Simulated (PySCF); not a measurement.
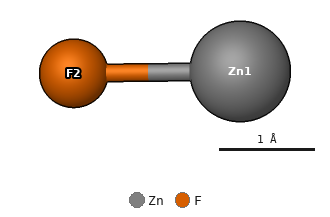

The structure as given in the input (ball-and-stick view, seen at a tilt; atoms are numbered from 1 in the order of the input). Sticks mark near contacts.

## Run report: ZnF, single-point calculation

ZnF, multiplicity 2, computed with UHF/6-31g, ccsd(t) (PySCF 2.14.0).

Some settings of this run were made unusual or wrong on purpose.

Input file:
```python
from pyscf import gto, scf, cc

mol = gto.M(
    atom='Zn 0 0 0; F 0 0 1.763',
    basis='6-31g',
    charge=0,
    spin=1,
    verbose=4,
)
mf = scf.UHF(mol)
mf = mf.density_fit(auxbasis='def2-universal-jkfit')
field = 0.2  # electric field along z, atomic units
h = mf.get_hcore() + field*mol.intor('int1e_r')[2]
mf.get_hcore = lambda *args: h
e_nuc = mol.energy_nuc() - field*mol.atom_charges() @ mol.atom_coords()[:, 2]
mf.energy_nuc = lambda *args: e_nuc
mf.kernel()
mycc = cc.CCSD(mf, frozen=6)
mycc.kernel()
mycc.ccsd_t()
mf.dip_moment()
print('orbital energies (hartree):', [e[max(0, n-3):n+3].round(4) for e, n in zip(mf.mo_energy, mol.nelec)])
```

Run as:
```bash
OMP_NUM_THREADS=1 python input.py
```

What the program printed:
```
PySCF version 2.14.0

[INPUT] verbose = 4
[INPUT] num. atoms = 2
[INPUT] num. electrons = 39
[INPUT] charge = 0
[INPUT] spin (= nelec alpha-beta = 2S) = 1
[INPUT] symmetry False subgroup None
[INPUT] Mole.unit = angstrom
[INPUT] Symbol           X                Y                Z      unit          X                Y                Z       unit  Magmom
[INPUT]  1 Zn     0.000000000000   0.000000000000   0.000000000000 AA    0.000000000000   0.000000000000   0.000000000000 Bohr   0.0
[INPUT]  2 F      0.000000000000   0.000000000000   1.763000000000 AA    0.000000000000   0.000000000000   3.331587157608 Bohr   0.0

nuclear repulsion = 81.0424543099263
number of shells = 16
number of NR pGTOs = 112
number of NR cGTOs = 36
basis = 6-31g
ecp = {}

******** <class 'pyscf.df.df_jk.DFUHF'> ********
method = DFUHF
initial guess = minao
damping factor = 0
level_shift factor = 0
DIIS = <class 'pyscf.scf.diis.CDIIS'>
diis_start_cycle = 1
diis_space = 8
diis_damp = 0
SCF conv_tol = 1e-09
SCF conv_tol_grad = None
SCF max_cycles = 50
direct_scf = False
number electrons alpha = 20  beta = 19
Set gradient conv threshold to 3.16228e-05
******** <class 'pyscf.df.df.DF'> ********
auxbasis = def2-universal-jkfit
init E= -1876.38764013512
  alpha nocc = 20  HOMO = -0.0279641946826076  LUMO = -0.00915229678429519

WARN: beta  nocc = 19  HOMO -0.0279641946826218 >= LUMO -0.0279641946826076

WARN: HOMO -0.0279641946826076 >= LUMO -0.0279641946826076

cycle= 1 E= -1875.38003298624  delta_E= 1.01  |g|= 1.97  |ddm|= 6.07
  alpha nocc = 20  HOMO = -0.484012009629494  LUMO = -0.237195634535143
  beta  nocc = 19  HOMO = -0.755106058189495  LUMO = -0.472980778048314
  HOMO = -0.484012009629  LUMO = -0.472980778048  gap/eV = 0.30018
cycle= 2 E= -1874.83385880388  delta_E= 0.546  |g|= 2.26  |ddm|= 5.58
  alpha nocc = 20  HOMO = -0.425724986452403  LUMO = -0.158329462047662
  beta  nocc = 19  HOMO = -0.407978520110058  LUMO = -0.31559014503947
  HOMO = -0.40797852011  LUMO = -0.315590145039  gap/eV = 2.51402
cycle= 3 E= -1877.66108726179  delta_E= -2.83  |g|= 0.222  |ddm|= 2.59
  alpha nocc = 20  HOMO = -0.517287610058613  LUMO = -0.019620182699402
  beta  nocc = 19  HOMO = -0.470759295533627  LUMO = -0.128164105879193
  HOMO = -0.470759295534  LUMO = -0.128164105879  gap/eV = 9.32249
cycle= 4 E= -1877.68465367271  delta_E= -0.0236  |g|= 0.0926  |ddm|= 0.324
  alpha nocc = 20  HOMO = -0.482465016957089  LUMO = -0.0120595444799614
  beta  nocc = 19  HOMO = -0.4139470026699  LUMO = -0.112923187579736
  HOMO = -0.41394700267  LUMO = -0.11292318758  gap/eV = 8.19128
cycle= 5 E= -1877.69248677504  delta_E= -0.00783  |g|= 0.0334  |ddm|= 0.216
  alpha nocc = 20  HOMO = -0.495999252203246  LUMO = -0.0117072885862464
  beta  nocc = 19  HOMO = -0.403210024166714  LUMO = -0.109233381797236
  HOMO = -0.403210024167  LUMO = -0.109233381797  gap/eV = 7.99951
cycle= 6 E= -1877.69620094111  delta_E= -0.00371  |g|= 0.0451  |ddm|= 0.192
  alpha nocc = 20  HOMO = -0.470858619945731  LUMO = -0.0113298413493879
  beta  nocc = 19  HOMO = -0.417687469293689  LUMO = -0.110538834977105
  HOMO = -0.417687469294  LUMO = -0.110538834977  gap/eV = 8.35794
cycle= 7 E= -1877.69137733545  delta_E= 0.00482  |g|= 0.04  |ddm|= 0.232
  alpha nocc = 20  HOMO = -0.436255254573009  LUMO = -0.0100912535781439
  beta  nocc = 19  HOMO = -0.448243368077794  LUMO = -0.106080320263465
  HOMO = -0.436255254573  LUMO = -0.106080320263  gap/eV = 8.98452
cycle= 8 E= -1877.6869064535  delta_E= 0.00447  |g|= 0.0485  |ddm|= 0.355
  alpha nocc = 20  HOMO = -0.435550743553032  LUMO = -0.00933546285017561
  beta  nocc = 19  HOMO = -0.457536967619068  LUMO = -0.107494409417589
  HOMO = -0.435550743553  LUMO = -0.107494409418  gap/eV = 8.92687
cycle= 9 E= -1877.68726189047  delta_E= -0.000355  |g|= 0.0338  |ddm|= 0.0972
  alpha nocc = 20  HOMO = -0.441343476659619  LUMO = -0.00834933486211353
  beta  nocc = 19  HOMO = -0.46832578918083  LUMO = -0.109358832375904
  HOMO = -0.44134347666  LUMO = -0.109358832376  gap/eV = 9.03376
cycle= 10 E= -1877.68795308285  delta_E= -0.000691  |g|= 0.0105  |ddm|= 0.126
  alpha nocc = 20  HOMO = -0.441708781274924  LUMO = -0.00874188630858752
  beta  nocc = 19  HOMO = -0.465555599750165  LUMO = -0.108084193620947
  HOMO = -0.441708781275  LUMO = -0.108084193621  gap/eV = 9.07839
cycle= 11 E= -1877.68799988048  delta_E= -4.68e-05  |g|= 0.000741  |ddm|= 0.0423
  alpha nocc = 20  HOMO = -0.441235635927698  LUMO = -0.00869079198531519
  beta  nocc = 19  HOMO = -0.465709630276192  LUMO = -0.108182902372825
  HOMO = -0.441235635928  LUMO = -0.108182902373  gap/eV = 9.06283
cycle= 12 E= -1877.68799975264  delta_E= 1.28e-07  |g|= 0.000675  |ddm|= 0.0064
  alpha nocc = 20  HOMO = -0.441322780285163  LUMO = -0.00866908290663249
  beta  nocc = 19  HOMO = -0.465746198671482  LUMO = -0.108224000943148
  HOMO = -0.441322780285  LUMO = -0.108224000943  gap/eV = 9.06408
cycle= 13 E= -1877.68799997245  delta_E= -2.2e-07  |g|= 0.000216  |ddm|= 0.00177
  alpha nocc = 20  HOMO = -0.441319052146265  LUMO = -0.0086759574823394
  beta  nocc = 19  HOMO = -0.465707356201883  LUMO = -0.108197838337968
  HOMO = -0.441319052146  LUMO = -0.108197838338  gap/eV = 9.06469
cycle= 14 E= -1877.68799998546  delta_E= -1.3e-08  |g|= 0.000118  |ddm|= 0.000527
  alpha nocc = 20  HOMO = -0.441332471193206  LUMO = -0.00867331461567433
  beta  nocc = 19  HOMO = -0.465715232408737  LUMO = -0.108203600539287
  HOMO = -0.441332471193  LUMO = -0.108203600539  gap/eV = 9.06490
cycle= 15 E= -1877.68799999367  delta_E= -8.21e-09  |g|= 8.62e-06  |ddm|= 0.000302
  alpha nocc = 20  HOMO = -0.441334112866277  LUMO = -0.00867329058245936
  beta  nocc = 19  HOMO = -0.465717407276375  LUMO = -0.108203358518036
  HOMO = -0.441334112866  LUMO = -0.108203358518  gap/eV = 9.06495
cycle= 16 E= -1877.68799999372  delta_E= -4.59e-11  |g|= 7.33e-07  |ddm|= 2.83e-05
  alpha nocc = 20  HOMO = -0.441333754225079  LUMO = -0.00867324370922207
  beta  nocc = 19  HOMO = -0.465717629296016  LUMO = -0.108203147493618
  HOMO = -0.441333754225  LUMO = -0.108203147494  gap/eV = 9.06495
Extra cycle  E= -1877.68799999372  delta_E= -2.5e-12  |g|= 5.18e-07  |ddm|= 2.95e-06
converged SCF energy = -1877.68799999372  <S^2> = 0.77781693  2S+1 = 2.0276261

******** <class 'pyscf.cc.dfuccsd.UCCSD'> ********
CC2 = 0
CCSD nocc = (np.int64(14), np.int64(13)), nmo = (30, 30)
frozen orbitals 6
max_cycle = 50
direct = 0
conv_tol = 1e-07
conv_tol_normt = 1e-06
diis_space = 6
diis_start_cycle = 0
diis_start_energy_diff = 1e+09
Init t2, MP2 energy = -0.346864056650783
Init E_corr(UCCSD) = -0.346864056651047
cycle = 1  E_corr(UCCSD) = -0.301541076197854  dE = 0.0453229805  norm(t1,t2) = 0.215341
cycle = 2  E_corr(UCCSD) = -0.334492726485097  dE = -0.0329516503  norm(t1,t2) = 0.137656
cycle = 3  E_corr(UCCSD) = -0.32862883716436  dE = 0.00586388932  norm(t1,t2) = 0.168812
cycle = 4  E_corr(UCCSD) = -0.335628879405614  dE = -0.00700004224  norm(t1,t2) = 0.0689197
cycle = 5  E_corr(UCCSD) = -0.341293575151352  dE = -0.00566469575  norm(t1,t2) = 0.0418894
cycle = 6  E_corr(UCCSD) = -0.344880634728591  dE = -0.00358705958  norm(t1,t2) = 0.0307037
cycle = 7  E_corr(UCCSD) = -0.346970197541219  dE = -0.00208956281  norm(t1,t2) = 0.0251858
cycle = 8  E_corr(UCCSD) = -0.348745736026905  dE = -0.00177553849  norm(t1,t2) = 0.0158269
cycle = 9  E_corr(UCCSD) = -0.348507354531087  dE = 0.000238381496  norm(t1,t2) = 0.0069092
cycle = 10  E_corr(UCCSD) = -0.348880490509228  dE = -0.000373135978  norm(t1,t2) = 0.00374523
cycle = 11  E_corr(UCCSD) = -0.348984564171225  dE = -0.000104073662  norm(t1,t2) = 0.00322294
cycle = 12  E_corr(UCCSD) = -0.349063984619121  dE = -7.94204479e-05  norm(t1,t2) = 0.00186874
cycle = 13  E_corr(UCCSD) = -0.349037722969517  dE = 2.62616496e-05  norm(t1,t2) = 0.00154603
cycle = 14  E_corr(UCCSD) = -0.349025686138612  dE = 1.20368309e-05  norm(t1,t2) = 0.00126849
cycle = 15  E_corr(UCCSD) = -0.349022872647464  dE = 2.81349115e-06  norm(t1,t2) = 0.000987459
cycle = 16  E_corr(UCCSD) = -0.349007466171588  dE = 1.54064759e-05  norm(t1,t2) = 0.000882596
cycle = 17  E_corr(UCCSD) = -0.349005234989627  dE = 2.23118196e-06  norm(t1,t2) = 0.00067197
cycle = 18  E_corr(UCCSD) = -0.349038472102612  dE = -3.3237113e-05  norm(t1,t2) = 0.000417161
cycle = 19  E_corr(UCCSD) = -0.349071946332747  dE = -3.34742301e-05  norm(t1,t2) = 0.000425478
cycle = 20  E_corr(UCCSD) = -0.349095399327711  dE = -2.3452995e-05  norm(t1,t2) = 0.000254728
cycle = 21  E_corr(UCCSD) = -0.349111325223432  dE = -1.59258957e-05  norm(t1,t2) = 0.000146709
cycle = 22  E_corr(UCCSD) = -0.349116378555737  dE = -5.05333231e-06  norm(t1,t2) = 7.94098e-05
cycle = 23  E_corr(UCCSD) = -0.349116979230672  dE = -6.00674935e-07  norm(t1,t2) = 3.28644e-05
cycle = 24  E_corr(UCCSD) = -0.349116877948882  dE = 1.0128179e-07  norm(t1,t2) = 1.75477e-05
cycle = 25  E_corr(UCCSD) = -0.34911743083247  dE = -5.52883588e-07  norm(t1,t2) = 1.36995e-05
cycle = 26  E_corr(UCCSD) = -0.349117175305169  dE = 2.55527301e-07  norm(t1,t2) = 1.02038e-05
cycle = 27  E_corr(UCCSD) = -0.349117196385223  dE = -2.10800541e-08  norm(t1,t2) = 8.53325e-06
cycle = 28  E_corr(UCCSD) = -0.349117268649929  dE = -7.22647052e-08  norm(t1,t2) = 7.74088e-06
cycle = 29  E_corr(UCCSD) = -0.349117446290357  dE = -1.77640428e-07  norm(t1,t2) = 6.22856e-06
cycle = 30  E_corr(UCCSD) = -0.349117525632951  dE = -7.93425935e-08  norm(t1,t2) = 3.92369e-06
cycle = 31  E_corr(UCCSD) = -0.34911750344397  dE = 2.218898e-08  norm(t1,t2) = 1.93129e-06
cycle = 32  E_corr(UCCSD) = -0.349117457124991  dE = 4.63189794e-08  norm(t1,t2) = 9.34499e-07
```

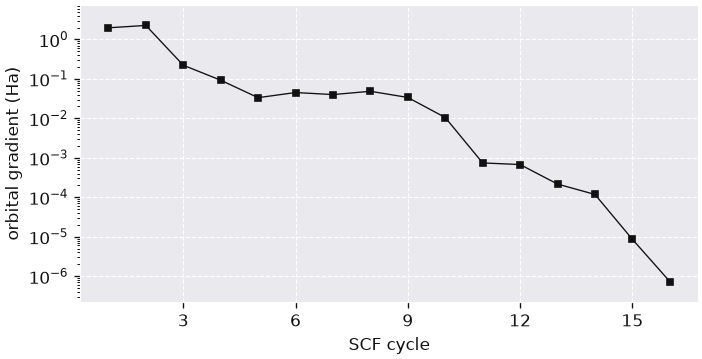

Convergence of the self-consistent field: orbital gradient against the SCF cycle. The residual falls almost steadily, with no more than small rises.

```
UCCSD converged
E(UCCSD) = -1878.037117450844  E_corr = -0.3491174571249911
UCCSD(T) correction = -0.0204423703422116
Dipole moment(X, Y, Z, Debye):  0.00000,  0.00000, 19.02816
orbital energies (hartree): [array([-6.422e-01, -5.608e-01, -4.413e-01, -1.183e-01, -4.300e-03,
        3.000e-04]), array([-0.6387, -0.5047, -0.4657, -0.1082, -0.0087,  0.0042])]
```

Outcome:

- outcome: converged
- SCF energy: −1877.688000 hartree
- (T) correction: −0.020442 hartree
- ⟨S²⟩: 0.778
- dipole moment: 19.03 D
- hardware: 1 CPU thread, shared host
- wall time: 4.7 s

What went wrong:

Some settings of this run were drawn to be unusual or wrong. It converged; results that depend on the unusual settings are not reference values.
